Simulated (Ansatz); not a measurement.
```xyz
10

Zn   -0.4324    0.3913   -0.4407
N     1.3933    0.8521    0.7263
C    -1.2831   -1.3690   -0.4876
H     1.3212    1.8153    0.3759
F    -0.2913    2.1492   -0.8838
H     1.3733    0.8711    1.7470
H     2.2962    0.4669    0.4451
H    -0.5395   -2.1784   -0.4030
H    -1.8419   -1.5156   -1.4255
H    -1.9958   -1.4828    0.3463
```

Level of theory: RKS B3LYP-D4/def2-SVP in Ansatz.

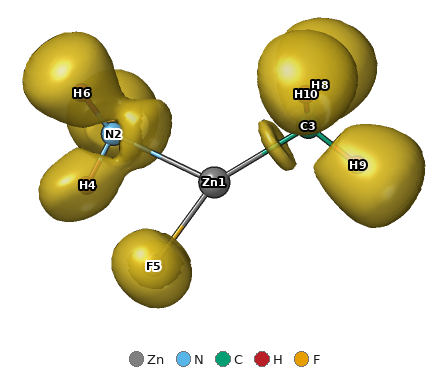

CH6FNZn. Isosurface of the ELF at 0.8 (yellow), seen at a tilt. Core shells and regions of very low density are left out.

Q: What do the ELF domains correspond to?

A: The surface consists of three regions around hydrogen nuclei, one lobe of the valence shell of C pointing towards Zn (polar bonds), one region wrapped around F (its valence shell) and one joined region spread over several atoms (H, N), in which their bonds and any lone pairs are merged. Along the contacts the grid gives the following. Zn–F (1.82 Å): the ELF peaks at about 0.85 in the valence shell of F, 0.5 Å from its nucleus, and is about 0.10 at the midpoint. C–Zn (1.96 Å): the ELF peaks at about 0.90 in the valence shell of C, 0.7 Å from its nucleus, and is about 0.45 at the midpoint.
